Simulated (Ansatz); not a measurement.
**Al2H2 (singlet): correlated methods under varied settings at scale of all distances = 1.502**

Aim: run Al2H2 (singlet) at one geometry under a spread of methods and options, and see what each costs and gives.

Computed with Ansatz 0.2.0, Gaussian basis. Level: the settings change from run to run.

20 further runs of the same task are left out: 1 for a mislabelled method, 1 for a known fault of the program, 13 that didn't finish, 5 set aside as unsound or not needed.

### Step 1. What is computed

The geometry derives from a PBE0/def2-TZVP stationary point (not a proven minimum). All distances are scaled together.

4 atoms, charge 0, spin multiplicity 1.

Atoms are counted from 1 here; the program's logs count them from 0.

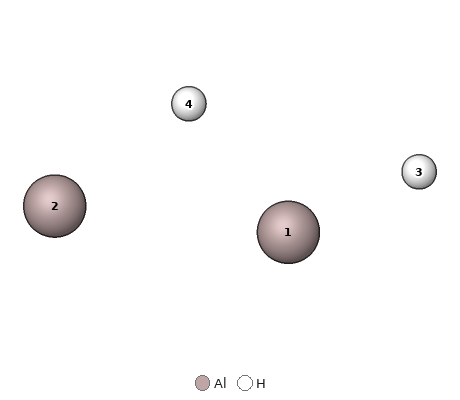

The geometry (aluminium light grey, hydrogen white); atoms are numbered from 1 in the order of the file.

### Step 2. BCCD(T) on RHF/def2-SVPD

in.yaml reads:

```yaml
crystal:
  periodic: [false, false, false]
  atoms:
    - {symbol: Al, position_ang: [0.000000, 0.138921, 1.899617]}
    - {symbol: Al, position_ang: [0.000000, -0.028986, -2.053084]}
    - {symbol: H, position_ang: [0.000000, -1.033680, 4.025915]}
    - {symbol: H, position_ang: [0.000000, -1.909167, 0.082251]}
basis:
  gaussian: {orbitals: def2-SVPD}
magnetization: {spin_polarized: false}
correlation: {method: bccd_t, electrons: outside_noble_gas}
```

Started as:

```sh
$ ansatz run in.yaml --threads 1 --pin off --events-out ev --progress --plain --max-ram 2393MiB
```

The log of the run, shortened:

```text
Functional definition: HF
  name "HF"
  cite "Fock, Z. Phys. 61, 126 (1930) doi:10.1007/BF01340294"
  parent pbe
[...]
582 factors; integrals over basis functions are off by at most 5.2e-4 eV
[...]
mean field -13187.46454607 eV, -484.6303832837 hartree, gradient 1.6e-6 eV, S^2 0.000000; 2 other end points of the search recorded, 0 dependent functions left out; unrestricted orbitals would lower it
[...]
10 core orbitals not correlated: weight in the atoms' cores, before any rotation towards them, 1.000 or more for the frozen orbitals, at most 0.000 for the correlated occupied ones
reference -13187.46454607 eV, -484.6303832837 hartree; 4, 4 occupied and 50, 50 virtual orbitals, 582 factors
second order -3.19696216 eV of doubles, -0.00000000 eV of singles
cycle   1  -3.99274315 eV  change   -8.0e-1 eV  update   1.1e-1
[...]
cycle  16  -4.48670413 eV  change   -6.9e-7 eV  update   6.4e-6
perturbative correction -0.18307845 eV, -0.0067280088 hartree
Total energy: -13192.13432865 eV, -484.8019946280 hartree
```

It took 1.8 s on 1 thread of Arm Neoverse V1, shared host.

From the report: correlation -4.6698 eV; largest double amplitude 0.08.

### Step 3. MP2 on RHF/6-31G

Changes to in.yaml since step 2:

```diff
@@ -8,4 +8,5 @@
 basis:
-  gaussian: {orbitals: def2-SVPD}
+  gaussian: {orbitals: 6-31G}
 magnetization: {spin_polarized: false}
-correlation: {method: bccd_t, electrons: outside_noble_gas}
+correlation: {method: mp2, electrons: outside_noble_gas}
+output: {forces: true}
```

Same command.

The log of the run, shortened:

```text
Functional definition: HF
  name "HF"
  cite "Fock, Z. Phys. 61, 126 (1930) doi:10.1007/BF01340294"
  parent pbe
[...]
340 factors; integrals over basis functions are off by at most 1.8e-4 eV
[...]
mean field -13190.69337044 eV, -484.7490403906 hartree, gradient 4.7e-6 eV, S^2 0.000000; 3 other end points of the search recorded, 0 dependent functions left out; unrestricted orbitals would lower it
10 core orbitals not correlated: weight in the atoms' cores, before any rotation towards them, 1.000 or more for the frozen orbitals, at most 0.000 for the correlated occupied ones
reference -13190.69337044 eV, -484.7490403906 hartree; 4, 4 occupied and 16, 16 virtual orbitals, 340 factors
second order -2.04476854 eV of doubles, -0.00000000 eV of singles
[...]
Total energy: -13192.73813898 eV, -484.8241842485 hartree
Atom 0 at     0.000000     0.138921     1.899617 Å, force     0.000000    -1.141318     1.156592 eV/Å
Atom 1 at     0.000000    -0.028986    -2.053084 Å, force     0.000000    -0.925024     1.337654 eV/Å
Atom 2 at     0.000000    -1.033680     4.025915 Å, force    -0.000000     0.875532    -1.747579 eV/Å
Atom 3 at     0.000000    -1.909167     0.082251 Å, force    -0.000000     1.190810    -0.746667 eV/Å
Dipole moment:     0.000000     0.630969    -1.567531 e Å
```

It took 0.45 s on 1 thread of Arm Neoverse V1, shared host.

### Step 4. CCSD(T) on UHF/6-31G

Changes to in.yaml since step 3:

```diff
@@ -8,5 +8,4 @@
 basis:
-  gaussian: {orbitals: 6-31G}
-magnetization: {spin_polarized: false}
-correlation: {method: mp2, electrons: outside_noble_gas}
-output: {forces: true}
+  gaussian: {orbitals: 6-31G, point_charges: [{charge: 1.00, position_ang: [3.333, -0.028, 0.770]}]}
+magnetization: {spin_polarized: true, initial_magnetization: 0}
+correlation: {method: ccsd_t, electrons: valence}
```

Launched as before.

The log of the run, shortened:

```text
Functional definition: HF
  name "HF"
  cite "Fock, Z. Phys. 61, 126 (1930) doi:10.1007/BF01340294"
  parent pbe
[...]
340 factors; integrals over basis functions are off by at most 1.8e-4 eV
[...]
mean field -13191.06764477 eV, -484.7627947186 hartree, gradient 2.6e-6 eV, S^2 1.108240; 23 other end points of the search recorded, 0 dependent functions left out
determinant -13191.06764477 eV, -484.7627947186 hartree, with singles and doubles -13193.91762400 eV, -484.8675295235 hartree
determinant -13191.03897861 eV, -484.7617412566 hartree, with singles and doubles -13194.03643386 eV, -484.8718957052 hartree
determinant -13190.86170329 eV, -484.7552265089 hartree, with singles and doubles -13193.34968246 eV, -484.8466580568 hartree
determinant -13190.57828702 eV, -484.7448111529 hartree, with singles and doubles -13192.58254756 eV, -484.8184663691 hartree
[...]
determinant -13190.18009902 eV, -484.7301780139 hartree, with singles and doubles -13192.71373220 eV, -484.8232873158 hartree
determinant -13191.06764477 eV, -484.7627947186 hartree, with singles and doubles -13194.15785435 eV, -484.8763578259 hartree
determinant -13191.03897861 eV, -484.7617412566 hartree, with singles and doubles -13194.16405200 eV, -484.8765855855 hartree
10 core orbitals not correlated: weight in the atoms' cores, before any rotation towards them, 1.000 or more for the frozen orbitals, at most 0.000 for the correlated occupied ones
reference -13191.03897861 eV, -484.7617412566 hartree; 4, 4 occupied and 16, 16 virtual orbitals, 340 factors
second order -1.55009270 eV of doubles, -0.00000000 eV of singles
cycle   1  -3.12507631 eV  change   -2.9e-6 eV  update   5.6e-6
[...]
cycle   3  -3.12508479 eV  change   -4.5e-6 eV  update   3.2e-6
perturbative correction -0.08368860 eV, -0.0030754993 hartree
Total energy: -13194.24775200 eV, -484.8796615037 hartree
```

It took 3.7 s on 1 thread of Arm Neoverse V1, shared host.

From the report: ⟨S²⟩ of the determinant 0.900 (pure singlet: 0.00); correlation -3.2088 eV; T1 0.147; largest double amplitude 0.13. The determinant is far from a pure spin state, so its energy mixes those of several spin states (harmless only where they are near-degenerate, as at dissociation).

### Step 5. CCSD on RHF/6-31G*

in.yaml reads:

```yaml
crystal:
  periodic: [false, false, false]
  atoms:
    - {symbol: Al, position_ang: [0.000000, 0.138921, 1.899617]}
    - {symbol: Al, position_ang: [0.000000, -0.028986, -2.053084]}
    - {symbol: H, position_ang: [0.000000, -1.033680, 4.025915]}
    - {symbol: H, position_ang: [0.000000, -1.909167, 0.082251]}
basis:
  gaussian: {orbitals: "6-31G*"}
magnetization: {spin_polarized: false}
correlation: {method: ccsd, electrons: all}
accuracy: high
output: {forces: true}
```

Same command.

The log of the run, shortened:

```text
Functional definition: HF
  name "HF"
  cite "Fock, Z. Phys. 61, 126 (1930) doi:10.1007/BF01340294"
  parent pbe
[...]
761 factors; integrals over basis functions are off by at most 3.4e-9 eV
[...]
mean field -13190.88655367 eV, -484.7561397434 hartree, gradient 4.7e-8 eV, S^2 0.000000; 3 other end points of the search recorded, 0 dependent functions left out; unrestricted orbitals would lower it
reference -13190.88655367 eV, -484.7561397434 hartree; 14, 14 occupied and 28, 28 virtual orbitals, 761 factors
second order -3.05626670 eV of doubles, -0.00000000 eV of singles
cycle   1  -3.75216332 eV  change   -7.0e-1 eV  update   1.2e-1
[...]
cycle  34  -4.38186889 eV  change    1.7e-9 eV  update   2.5e-9
[...]
Total energy: -13195.26842257 eV, -484.9171704551 hartree
Atom 0 at     0.000000     0.138921     1.899617 Å, force     0.000000    -0.913190     1.080032 eV/Å
Atom 1 at     0.000000    -0.028986    -2.053084 Å, force     0.000000    -0.906129     1.323313 eV/Å
Atom 2 at     0.000000    -1.033680     4.025915 Å, force    -0.000000     0.770549    -1.583112 eV/Å
Atom 3 at     0.000000    -1.909167     0.082251 Å, force    -0.000000     1.048770    -0.820233 eV/Å
Dipole moment:     0.000000     0.475328    -1.245497 e Å
```

Run time: 8.5 s. Hardware: 1 thread of Arm Neoverse V1, shared host.

From the report: correlation -4.3819 eV; T1 0.026; largest double amplitude 0.12.

### Step 6. CCSD(T)/def2-SVP

Changes to in.yaml since step 5:

```diff
@@ -8,6 +8,6 @@
 basis:
-  gaussian: {orbitals: "6-31G*"}
-magnetization: {spin_polarized: false}
-correlation: {method: ccsd, electrons: all}
-accuracy: high
+  gaussian: {orbitals: def2-SVP, fitting: {mean_field: def2-universal-jkfit}}
+magnetization: {spin_polarized: true, initial_magnetization: 0}
+hamiltonian: {xc: {name: PBE}}
+correlation: {method: ccsd_t, electrons: outside_noble_gas}
 output: {forces: true}
```

Launched as before.

The log of the run, shortened:

```text
Functional definition: PBE
  name "PBE"
  cite "Perdew, Burke & Ernzerhof, Phys. Rev. Lett. 77, 3865 (1996) doi:10.1103/PhysRevLett.77.3865"
  parent pbe
[...]
292 factors; integrals over basis functions are off by at most 5.4e-1 eV
[...]
mean field -13209.06253480 eV, -485.4240947297 hartree, gradient 2.9e-6 eV, S^2 0.000000; 10 other end points of the search recorded, 0 dependent functions left out
10 core orbitals not correlated: weight in the atoms' cores, before any rotation towards them, 1.000 or more for the frozen orbitals, at most 0.000 for the correlated occupied ones
reference -13186.54095270 eV, -484.5964418533 hartree; 4, 4 occupied and 32, 32 virtual orbitals, 292 factors
second order -3.40330848 eV of doubles, -0.49144784 eV of singles
cycle   1  -4.20999053 eV  change   -3.5e-1 eV  update   1.5e-1
[...]
cycle  23  -4.74489179 eV  change    7.5e-8 eV  update   1.1e-7
perturbative correction -0.19494824 eV, -0.0071642157 hartree
[...]
Total energy: -13191.48079273 eV, -484.7779776259 hartree
Atom 0 at     0.000000     0.138921     1.899617 Å, force     0.000000    -1.041280     1.049588 eV/Å
Atom 1 at     0.000000    -0.028986    -2.053084 Å, force    -0.000000    -0.878451     1.344557 eV/Å
Atom 2 at     0.000000    -1.033680     4.025915 Å, force    -0.000000     0.821649    -1.660734 eV/Å
Atom 3 at     0.000000    -1.909167     0.082251 Å, force     0.000000     1.098082    -0.733411 eV/Å
Dipole moment:    -0.000000     0.564304    -1.281566 e Å
```

It took 12 s on 1 thread of Arm Neoverse V1, shared host.

From the report: ⟨S²⟩ of the determinant 0.000 (pure singlet: 0.00); correlation -4.9398 eV; T1 0.051; largest double amplitude 0.10. The orbitals are Kohn-Sham ones, so correlation energy and T1 don't compare with those on Hartree-Fock orbitals.

### Step 7. CCSDT(Q) on UHF/6-31G

in.yaml reads:

```yaml
crystal:
  periodic: [false, false, false]
  atoms:
    - {symbol: Al, position_ang: [0.000000, 0.138921, 1.899617]}
    - {symbol: Al, position_ang: [0.000000, -0.028986, -2.053084]}
    - {symbol: H, position_ang: [0.000000, -1.033680, 4.025915]}
    - {symbol: H, position_ang: [0.000000, -1.909167, 0.082251]}
basis:
  gaussian: {orbitals: 6-31G}
magnetization: {spin_polarized: true, initial_magnetization: 0}
correlation: {method: ccsdt_q, electrons: valence}
scf: {lower_state_search: full}
```

The command is unchanged.

The log of the run, shortened:

```text
Functional definition: HF
  name "HF"
  cite "Fock, Z. Phys. 61, 126 (1930) doi:10.1007/BF01340294"
  parent pbe
[...]
605 factors; integrals over basis functions are off by at most 8.9e-8 eV
[...]
mean field -13190.84403430 eV, -484.7545771851 hartree, gradient 2.0e-6 eV, S^2 0.709069; 43 other end points of the search recorded, 0 dependent functions left out
determinant -13190.84403430 eV, -484.7545771851 hartree, with singles and doubles -13193.99055567 eV, -484.8702097128 hartree
determinant -13190.83499134 eV, -484.7542448626 hartree, with singles and doubles -13193.99227577 eV, -484.8702729252 hartree
determinant -13190.35093840 eV, -484.7364562451 hartree, with singles and doubles -13192.80681881 eV, -484.8267081857 hartree
determinant -13190.29246954 eV, -484.7343075541 hartree, with singles and doubles -13192.75954566 eV, -484.8249709292 hartree
[...]
determinant -13188.00720120 eV, -484.6503254916 hartree, with singles and doubles -13189.75494770 eV, -484.7145539910 hartree
determinant -13190.84403430 eV, -484.7545771851 hartree, with singles and doubles -13194.01739300 eV, -484.8711959667 hartree
determinant -13190.83499134 eV, -484.7542448626 hartree, with singles and doubles -13194.01501856 eV, -484.8711087076 hartree
10 core orbitals not correlated: weight in the atoms' cores, before any rotation towards them, 1.000 or more for the frozen orbitals, at most 0.000 for the correlated occupied ones
reference -13190.83499134 eV, -484.7542448626 hartree; 4, 4 occupied and 16, 16 virtual orbitals, 605 factors
second order -1.60431317 eV of doubles, -0.00000000 eV of singles
cycle   1  -2.20771694 eV  change   -6.0e-1 eV  update   1.2e-1
[...]
cycle  31  -3.30996337 eV  change    2.3e-7 eV  update   9.0e-7
perturbative correction -0.01079589 eV, -0.0003967415 hartree
Total energy: -13194.15575059 eV, -484.8762805144 hartree
```

Run time: 11 s. Hardware: 1 thread of Arm Neoverse V1, shared host.

From the report: ⟨S²⟩ of the determinant 0.687 (pure singlet: 0.00); correlation -3.3208 eV; T1 0.121; largest double amplitude 0.10. The determinant is far from a pure spin state, so its energy mixes those of several spin states (harmless only where they are near-degenerate, as at dissociation).

### Step 8. All runs side by side

Where basis and cores are those of an earlier FCI/6-31G run (-13194.1587 eV), and the state is the same kind, the miss against it is given.

| level | correlated | functions | energy (eV) | from FCI (meV) | time |
| --- | --- | --- | --- | --- | --- |
| BCCD(T) on RHF/def2-SVPD | outside noble gas | 64 | -13192.1343 |  | 1.8 s |
| MP2 on RHF/6-31G | outside noble gas | 30 | -13192.7381 | 1420.5 | 0.45 s |
| CCSD(T) on UHF/6-31G (beside a point charge) | valence | 30 | -13194.2478 |  | 3.7 s |
| CCSD on RHF/6-31G* | all | 42 | -13195.2684 |  | 8.5 s |
| CCSD(T)/def2-SVP (on PBE orbitals) | outside noble gas | 46 | -13191.4808 |  | 12 s |
| CCSDT(Q) on UHF/6-31G | valence | 30 | -13194.1558 | 2.9 | 11 s |

### Step 9. Outcome

| quantity | value |
| --- | --- |
| runs | 6 |
| quickest | MP2 on RHF/6-31G, 0.45 s |
| slowest | CCSD(T)/def2-SVP (on PBE orbitals), 12 s |

What this shows: Total energies in different bases, with other cores or another treatment of relativity can't be set against each other. CCSD(T)/def2-SVP (on PBE orbitals) took 27 times as long as MP2 on RHF/6-31G; the jobs differ in more than the method. Among the correlated runs with a miss given, it spans +3 to +1421 meV.
